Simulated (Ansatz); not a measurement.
Consider MgS in the rock salt structure (space group Fm-3m, No. 225; a = 5.2051 Å). Axes: x, y, z lie along the cube axes.

The change: compressive biaxial strain of 4.53 % in the plane normal to [001], as in epitaxy on a mismatched substrate; the out-of-plane cell vector and the atoms relax.

Computed with r2SCAN (Ansatz, a first-principles code; PAW; 500 eV plane waves; no spin-orbit coupling), earlier PAW set.

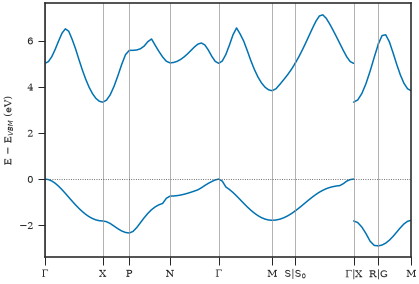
Figure: Highest valence and lowest conduction band along the path of the changed cell's own zone

The gap is 3.33 eV, indirect, Γ → X; the base has 3.47 eV.

Stability against distortions was not tested. Labels are those of the standard path for the cell's own space group.
